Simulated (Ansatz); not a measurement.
```xyz
3

Si   -0.4912    0.4686   -0.2136
H     0.8403    0.5786    0.5225
H    -0.3491   -1.0472   -0.3089
```

Geometry: PBE0-D4/def2-TZVP.

Method: RKS PBE0-D4/def2-TZVPP (Ansatz 0.2.0).

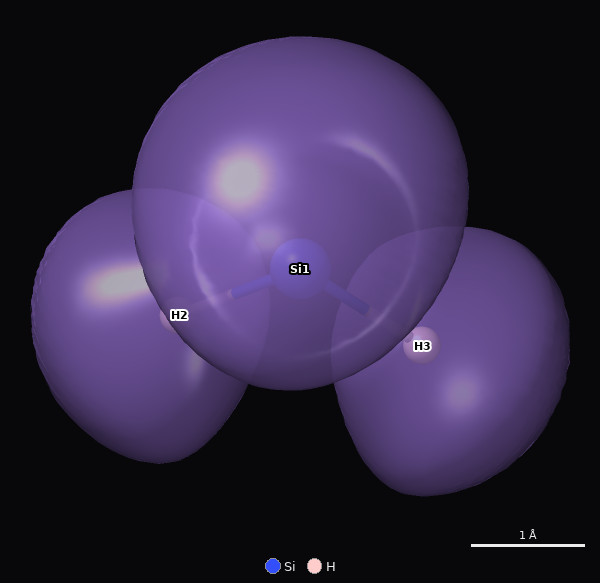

H2Si (SMILES [SiH2]). Isosurface of the electron localisation function at 0.8 (purple), seen at an oblique angle. Core shells and regions of very low density are left out.

Q: Describe the localisation domains.

A: At this value the surface marks out two regions around hydrogen nuclei and one lobe on Si, pointing away from the bonds (lone pairs).

Values along the shortest contacts:
Si–H (1.53 Å): the ELF climbs to about 1 towards the hydrogen, as it does in any bond to H.
